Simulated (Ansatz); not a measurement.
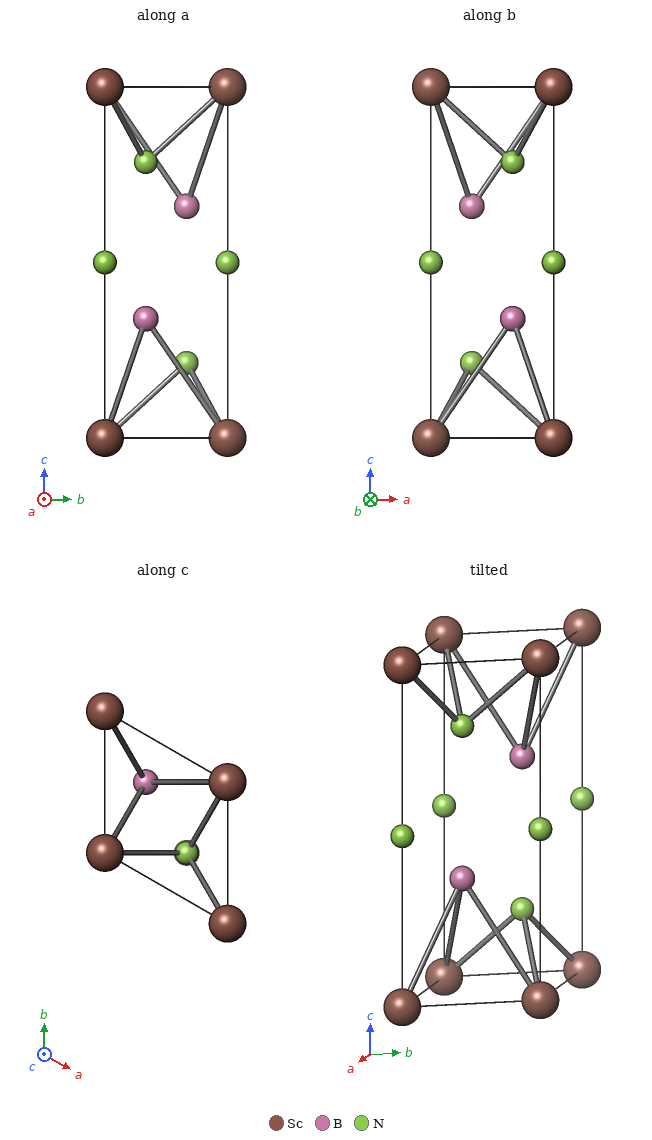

This ball-and-stick model is shown along the a axis, along the b axis, along the c axis and slightly off an axis. The conventional unit cell is outlined; an atom on or near a face, edge or corner is repeated at each equivalent position.

Lattice parameters: a = 2.740 Å, b = 2.740 Å, c = 6.793 Å, α = 90.00°, β = 90.00°, γ = 120.00°.

Set out the cell and atoms as a table of Wyckoff sites, with free fractional coordinates to two decimals.

Space group P-3m1 (No. 164).
```
atom  site       x       y     z
  Sc    1a    0.00    0.00  0.00
   B    2d  0.3333  0.6667  0.66
   N    2d  0.3333  0.6667  0.21
   N    1b    0.00    0.00  0.50
```

The initial geometry was a structure type filled with these elements by a generator (whether the compound takes this form wasn't checked). It is drawn as it came out of a relaxation with Ansatz 0.2.0, DFT PBE, scalar-relativistic, plane waves, PAW.
